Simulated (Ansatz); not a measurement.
```yaml
atoms:
  - { symbol: C, position_ang: [0.7890, -1.0974, -2.5947] }
  - { symbol: C, position_ang: [0.0319, 0.0442, -1.9239] }
  - { symbol: Si, position_ang: [-0.5308, -0.3095, -0.1752] }
  - { symbol: Cl, position_ang: [-1.8709, -1.9025, -0.2567] }
  - { symbol: C, position_ang: [-1.4432, 1.1590, 0.5392] }
  - { symbol: C, position_ang: [-1.9468, 0.9664, 1.9659] }
  - { symbol: C, position_ang: [0.8852, -0.8554, 0.9194] }
  - { symbol: C, position_ang: [1.9684, 0.2087, 1.0825] }
  - { symbol: H, position_ang: [1.0705, -0.8449, -3.6199] }
  - { symbol: H, position_ang: [1.7077, -1.3410, -2.0548] }
  - { symbol: H, position_ang: [0.1819, -2.0049, -2.6318] }
  - { symbol: H, position_ang: [-0.8550, 0.3109, -2.5093] }
  - { symbol: H, position_ang: [0.6519, 0.9490, -1.8924] }
  - { symbol: H, position_ang: [-2.2773, 1.3892, -0.1329] }
  - { symbol: H, position_ang: [-0.7686, 2.0227, 0.4841] }
  - { symbol: H, position_ang: [-2.4918, 1.8443, 2.3214] }
  - { symbol: H, position_ang: [-2.6198, 0.1086, 2.0339] }
  - { symbol: H, position_ang: [-1.1223, 0.7906, 2.6619] }
  - { symbol: H, position_ang: [1.3076, -1.7735, 0.4981] }
  - { symbol: H, position_ang: [0.4737, -1.1387, 1.8937] }
  - { symbol: H, position_ang: [1.5709, 1.1242, 1.5292] }
  - { symbol: H, position_ang: [2.7797, -0.1398, 1.7264] }
  - { symbol: H, position_ang: [2.4125, 0.4829, 0.1216] }
```

Geometry: PBE0-D4/def2-TZVP.

Computed with Ansatz 0.2.0, RKS PBE0-D4/def2-TZVPP.

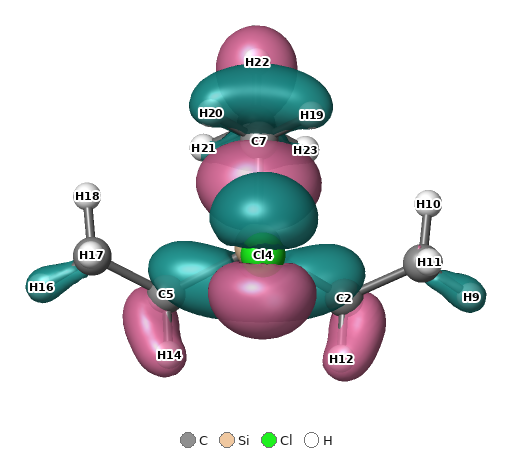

C6H15ClSi (SMILES CC[Si](Cl)(CC)CC). The HOMO at ±0.1 Å⁻³ᐟ² (teal and pink are the two phases), seen at a tilt.

Where does this orbital lie, and at what energy?

It lies mainly on C7 (about 25 %), Cl4 (about 20 %), Si3 (about 15 %), C2 (about 5 %) and C5 (about 5 %). Its energy is −7.86 eV.
